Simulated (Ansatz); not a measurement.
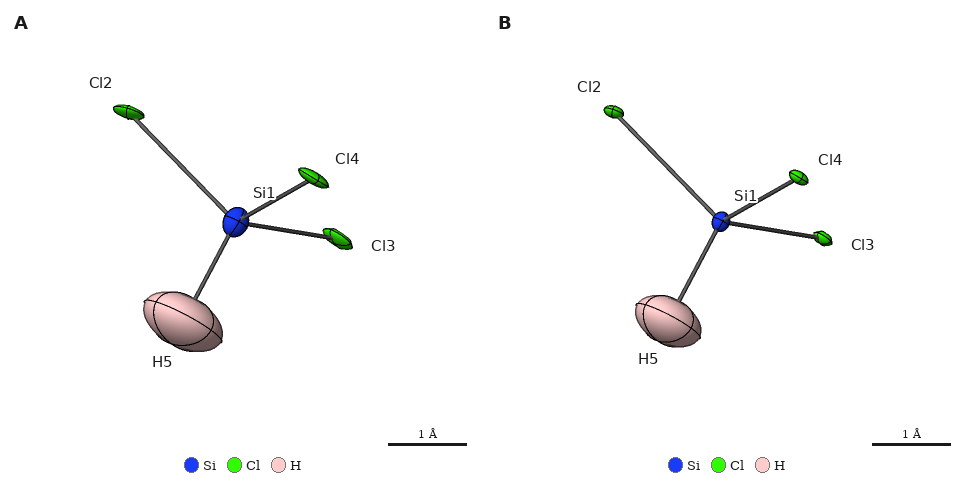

Displacement ellipsoids at the 50 % level, scaled by 2, from the internal vibrations of the free molecule (harmonic, no overall translation or rotation; no half-axis is drawn under 0.075 Å). Vibrations computed with RKS PBE0-D4/def2-TZVP (Ansatz 0.2.0). One panel is for 200 K, the other for 600 K.

Which panel is for 600 K?

A.

How much does the mean-square displacement of Cl3 grow, and why?

U_eq goes from 0.0013 to 0.0034 Å², a factor of 2.6. Modes below kT (417 cm⁻¹ at 600 K) grow about in proportion to T, and the lowest lies at 172 cm⁻¹; the mean-square amplitude of a mode is its zero-point value times coth(ħω/2kT), which comes close to 1 only above about 3kT.
